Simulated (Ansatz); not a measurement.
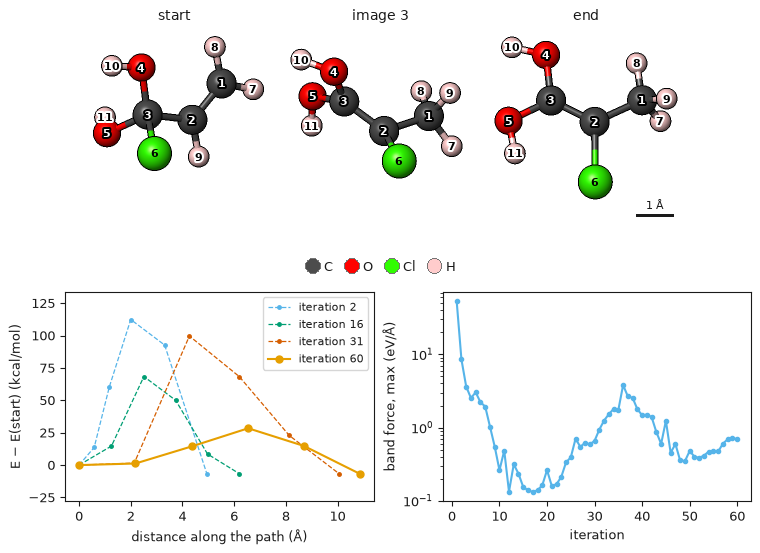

A nudged-elastic-band calculation for C3H5ClO2. Images are numbered from 0 (start) to 5 (end). The plot follows the band through its iterations. A ball-and-stick model, seen at a tilt.

Method: Ansatz, RKS B3LYP-D4/def2-SVP. Settings: 4 movable images; no climbing image; force threshold 0.03 eV/Å; iteration limit 60; starting path through a guess of the saddle point.

Judge this run.

The result isn't final. The band hadn't converged when the run stopped after 60 iterations. The largest component of the band force went from 53 to 0.69 eV/Å. The barrier read from it is provisional: over the last two iterations the highest image moved from 36.8 kcal/mol to 28.4 kcal/mol. The first iteration put the highest image at 301.5 kcal/mol. Forward barrier 28.4 kcal/mol, backward barrier 35.1 kcal/mol, with image 3 at the top; the reaction energy is −6.7 kcal/mol.

Cost: 9.5 min on 2 threads of Intel(R) Xeon(R) Platinum 8488C (Sapphire Rapids), on a shared host, peak memory 0.29 GiB.
